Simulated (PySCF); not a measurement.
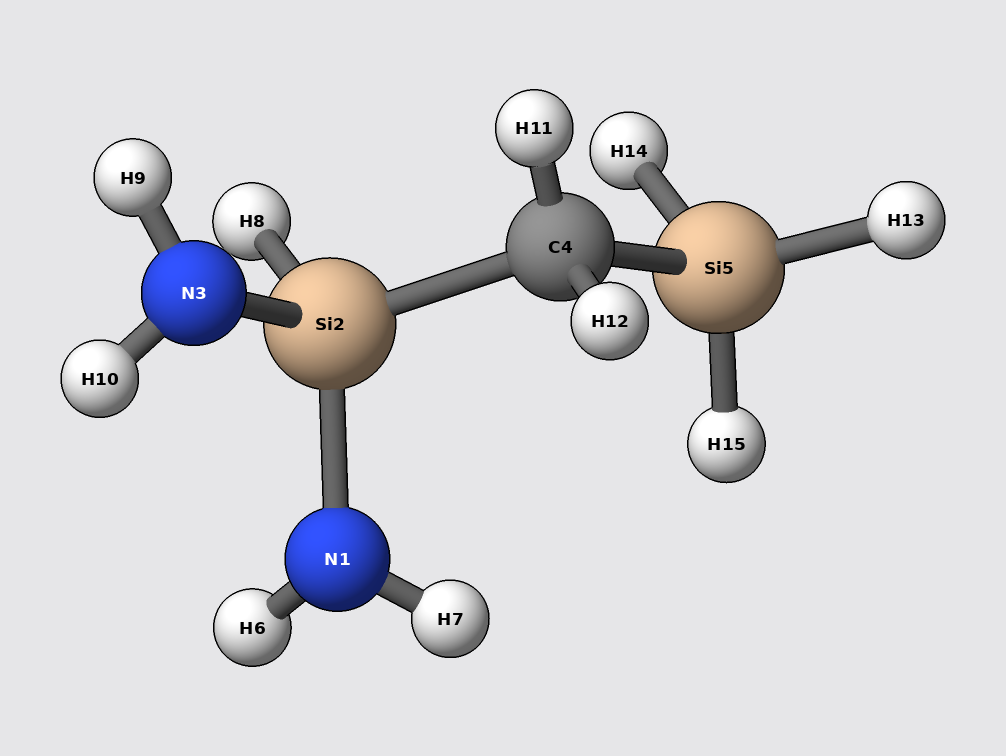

Geometry: a frame of a GFN2-xTB molecular-dynamics simulation, not a minimum. Method: GIAO PBE0/pcSseg-1 NMR shielding, non-relativistic, gas phase (PySCF 2.14.0). Principal shieldings σ11 ≤ σ22 ≤ σ33, span Ω = σ33 − σ11, skew κ = 3(σiso − σ22)/Ω.

Give the shielding tensors of the C atoms.

```
atom    σ11    σ22    σ33   σiso     Ω     κ
  C4  183.0  194.1  207.4  194.8  24.5  0.09
```

Shieldings and span in ppm.
